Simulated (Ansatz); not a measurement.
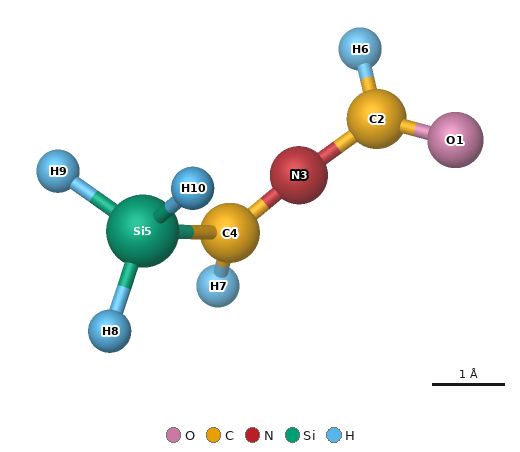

Fig. 1: The input geometry (ball-and-stick view, seen at a tilt; atoms are numbered from 1 in the order of the input).

Phonon calculation of C$_{2}$H$_{5}$NOSi

- system: C$_{2}$H$_{5}$NOSi, SMILES O=CN=C[SiH3]
- method: RKS r2SCAN-D4/def2-SVP (Ansatz 0.2.0)

It belongs to a series of runs on one base structure; here: vibrations at the highest image of the band. Figures and captions count atoms from 1; the log counts them from 0 in places.

Input file:
```yaml
crystal:
  periodic: [false, false, false]
  atoms:
    - { symbol: O, position_ang: [-0.160361, 2.781853, 1.192905] }
    - { symbol: C, position_ang: [-0.836578, 1.955848, 0.605225] }
    - { symbol: "N", position_ang: [-0.35433, 0.953269, -0.134735] }
    - { symbol: C, position_ang: [0.192752, 0.041072, -0.797168] }
    - { symbol: Si, position_ang: [0.626015, -1.663276, -0.034687] }
    - { symbol: H, position_ang: [-1.956953, 1.93999, 0.615695] }
    - { symbol: H, position_ang: [0.415302, 0.222255, -1.875352] }
    - { symbol: H, position_ang: [1.867258, -2.187047, -0.675173] }
    - { symbol: H, position_ang: [-0.503837, -2.594793, -0.328185] }
    - { symbol: H, position_ang: [0.793734, -1.500471, 1.434572] }
basis:
  gaussian: { orbitals: def2-SVP }
hamiltonian:
  xc: r2scan
  dispersion: d4
phonons: {}
```

Hardware: 2 threads of Arm Neoverse V1, 24 GiB of memory available, shared host.

Launched with:
```bash
ansatz run input.yaml --threads 2 --pin off --max-ram 3072MiB --backend cpu --events-out ev --progress --plain --runs-dir out
```

What the program printed:
```
Engine: ansatz 0.2.0, aarch64-unknown-linux-gnu
Functional definition: r2SCAN
  parameter k0 = 0.174
  parameter k1 = 0.065
  parameter a1 = 4.9479
  exchange = r2scan_x(k0 = k0, k1 = k1, a1 = a1)
  correlation = r2scan_c
1117 factors; their error is unknown
mean field evaluation 1: about -13552.5601 eV, gradient 5.0e1 eV
mean field evaluation 2: about -13505.1179 eV, gradient 1.4e2 eV
mean field evaluation 4: about -13557.5462 eV, gradient 1.1e1 eV
mean field evaluation 8: about -13557.8587 eV, gradient 1.3e-1 eV
mean field evaluation 16: about -13557.7972 eV, gradient 3.6e-4 eV
mean field -13557.79720147 eV, -498.2398573489 hartree, gradient 1.9e-5 eV, S^2 0.000000; 0 other end points of the search recorded, 0 dependent functions left out
the calculation of the forces begins
reference -13557.79721139 eV, -498.2398577136 hartree; 23, 23 occupied and 76, 76 virtual orbitals, 1117 factors
these checks for a lower state are left out or cut short: stability, starts, cluster_reference, orbital_swaps, neighbouring_geometries, increment
1117 factors; their error is unknown
mean field -13557.79712355 eV, -498.2398544854 hartree, gradient 2.5e-6 eV, S^2 0.000000; 0 other end points of the search recorded, 0 dependent functions left out
[... from here on the field's lines of each further geometry are left out, up to the last ...]
the calculation of the forces begins
reference -13557.79715680 eV, -498.2398557073 hartree; 23, 23 occupied and 76, 76 virtual orbitals, 1117 factors
these checks for a lower state are left out or cut short: stability, starts, cluster_reference, orbital_swaps, neighbouring_geometries, increment
1117 factors; their error is unknown
mean field -13557.79714413 eV, -498.2398552417 hartree, gradient 1.2e-6 eV, S^2 0.000000; 0 other end points of the search recorded, 0 dependent functions left out
the calculation of the forces begins
reference -13557.79715405 eV, -498.2398556063 hartree; 23, 23 occupied and 76, 76 virtual orbitals, 1117 factors
WARN: phonons: modes at or below zero, which the zero-point energy, F, S and C_V leave out: 1, the lowest at -209.60 cm⁻¹. A minimum has none, and a first-order saddle one
Total energy: -13557.84558417 eV, -498.2416353804 hartree
Atom 0 at    -0.160361     2.781853     1.192905 Å, force     0.004866     0.005283     0.009732 eV/Å
Atom 1 at    -0.836578     1.955848     0.605225 Å, force    -0.018505    -0.020243     0.004024 eV/Å
Atom 2 at    -0.354330     0.953269    -0.134735 Å, force     0.034983     0.050839    -0.029785 eV/Å
Atom 3 at     0.192752     0.041072    -0.797168 Å, force    -0.006768    -0.015371     0.024984 eV/Å
Atom 4 at     0.626015    -1.663276    -0.034687 Å, force     0.000082    -0.001649    -0.000142 eV/Å
Atom 5 at    -1.956953     1.939990     0.615695 Å, force     0.001720    -0.006710    -0.000512 eV/Å
Atom 6 at     0.415302     0.222255    -1.875352 Å, force    -0.015757    -0.010288    -0.006666 eV/Å
Atom 7 at     1.867258    -2.187047    -0.675173 Å, force     0.002800     0.002466     0.002599 eV/Å
Atom 8 at    -0.503837    -2.594793    -0.328185 Å, force     0.001544    -0.002561    -0.004851 eV/Å
Atom 9 at     0.793734    -1.500471     1.434572 Å, force    -0.004964    -0.001767     0.000617 eV/Å
Dipole moment:    -0.112130    -0.731397    -0.468350 e Å
Vibrations: -209.60 24.19 131.89 223.87 257.24 531.82 566.87 707.31 724.45 871.89 893.98 930.46 936.67 968.86 1047.30 1340.58 1392.88 1736.09 1919.44 2224.01 2236.64 2262.71 2907.84 2933.98 cm⁻¹, zero-point energy 1.721582 eV
```

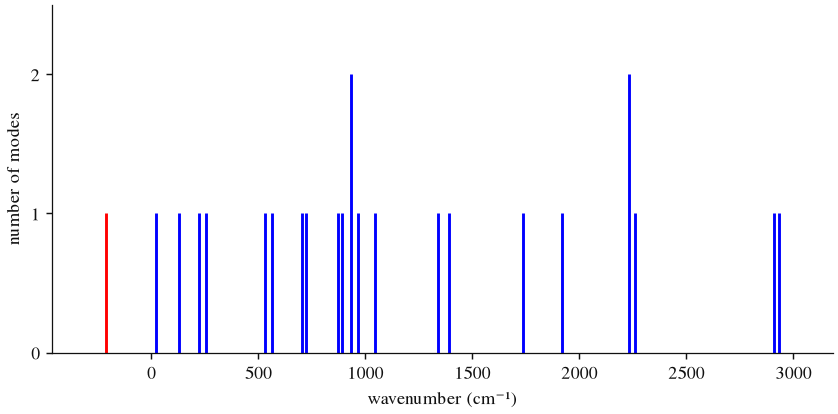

Fig. 2: Harmonic vibrational wavenumbers from the force constants; neighbouring modes closer than 14 cm⁻¹ are counted in one stick, and imaginary ones are drawn at negative wavenumbers. 24 modes from 210i to 2934 cm⁻¹, 1 imaginary beyond 8i (210i cm⁻¹): a first-order saddle point, if the geometry is stationary.

Summary:

- outcome: converged
- total energy: −13557.8456 eV
- mean-field energy: −13557.7972 eV
- largest force (length of the vector): 0.069 eV/Å
- wall time: 98 s (CPU time 3.2 min)
- peak memory: 0.15 GiB
